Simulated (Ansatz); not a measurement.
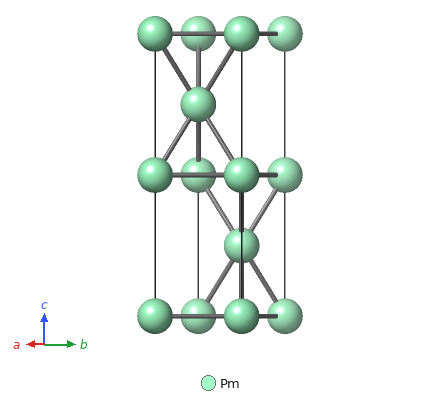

The structure, seen along [210]; the drawing may span several cells.

Structure (in its standard cell), the input geometry of an electronic-structure calculation (not necessarily at equilibrium):

```cif
data_structure
_symmetry_space_group_name_H-M 'P6_3/mmc'
_symmetry_Int_Tables_number 194
_cell_length_a 3.5807
_cell_length_b 3.5807
_cell_length_c 11.6770
_cell_angle_alpha 90.000
_cell_angle_beta 90.000
_cell_angle_gamma 120.000
_cell_volume 129.66
loop_
_atom_site_label
_atom_site_type_symbol
_atom_site_symmetry_multiplicity
_atom_site_Wyckoff_symbol
_atom_site_fract_x
_atom_site_fract_y
_atom_site_fract_z
_atom_site_occupancy
Pm1 Pm 2 a 0.00000 0.00000 0.00000 1
Pm2 Pm 2 c 0.33333 0.66667 0.25000 1
```

**Predict the [210] zone-axis pattern (200 kV, kinematic, B = 0.3 Å²).**

The spots form a rectangular net whose two shortest vectors correspond to d = 2.92 Å and 1.79 Å, 90.0° apart. They are 0 0 4 and 1 -2 0. The pattern has symmetry 2mm. A glide plane extinguishes reflections such as 1 -2 -1, 1 -2 1, 1 -2 -3; a screw axis and a glide plane both extinguish reflections such as 0 0 1, 0 0 3, 0 0 5; reflections such as 0 0 2, 0 0 6, 1 -2 -2 are allowed but too weak to see at this display level.

Strongest reflections with d > 0.80 Å, one of each family (|F|² from tabulated Gaussian fits of the electron scattering factors, times a small damping for the curvature of the Ewald sphere):

```
   hkl  d (Å)  I (strongest = 100)
 0 0 4  2.919                  100
1 -2 0  1.790                   43
1 -2 4  1.526                   31
 0 0 8  1.460                   28
1 -2 8  1.131                   15
0 0 12  0.973                   10
```

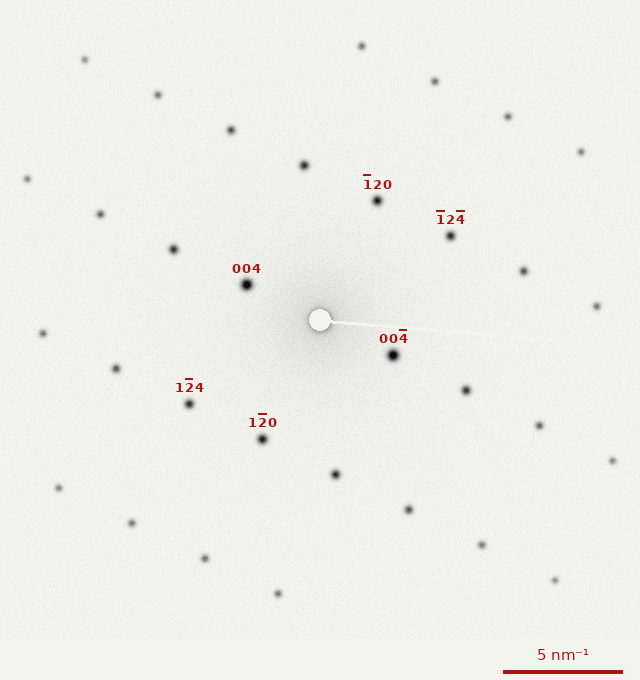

Calculated pattern, seen from the source side with [210] pointing towards the source.
